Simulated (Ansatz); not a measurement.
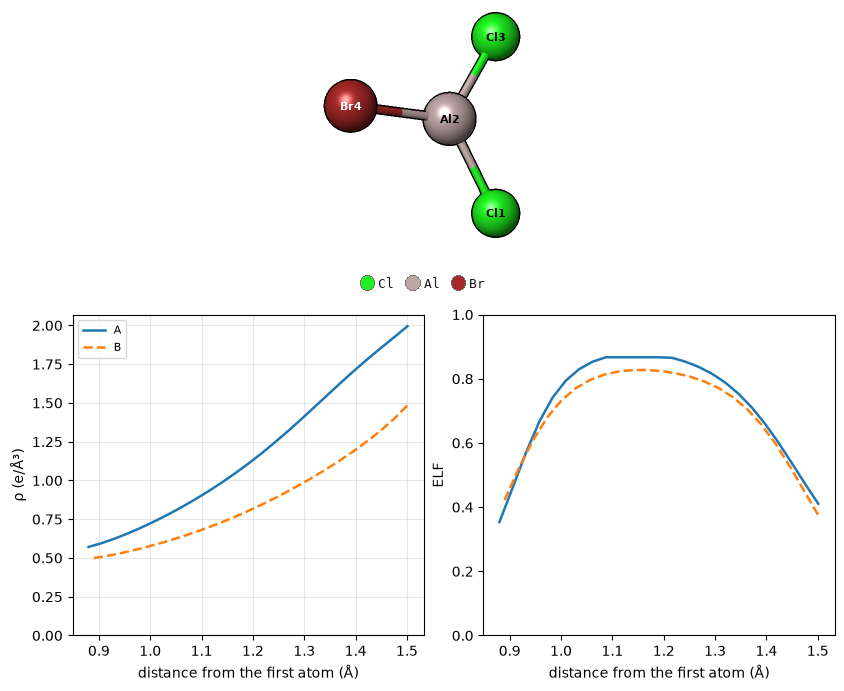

Figure. AlBrCl2 (SMILES [Cl][Al]([Cl])[Br]). Electron density and electron localisation function along straight lines between neighbouring atoms. The curves leave out the atomic cores. The structure is drawn too.

Geometry: PBE0-D4/def2-TZVP.

Level of theory: Ansatz 0.2.0, RKS PBE0-D4/def2-TZVPP.

```yaml
atoms:
  - { symbol: Cl, position_ang: [-0.0051, 0.3833, 2.0452] }
  - { symbol: Al, position_ang: [0.0314, -0.0364, 0.0182] }
  - { symbol: Cl, position_ang: [1.0785, -1.6853, -0.6682] }
  - { symbol: Br, position_ang: [-1.0492, 1.2780, -1.4155] }
```

Which curve belongs to which contact (Al–Br and Al–Cl)? The first atom named is at distance zero.

Curve A: Al–Cl (2.07 Å): the density is about 0.78 e/Å³ at the midpoint; the ELF peaks at about 0.85 in the valence shell of Cl, 1.0 Å from its nucleus, and is about 0.85 at the midpoint. Curve B: Al–Br (2.23 Å): ρ is about 0.7 e/Å³ halfway; the ELF peaks at about 0.85 in the valence shell of Br, 1.1 Å from its nucleus, and is about 0.80 at the midpoint.
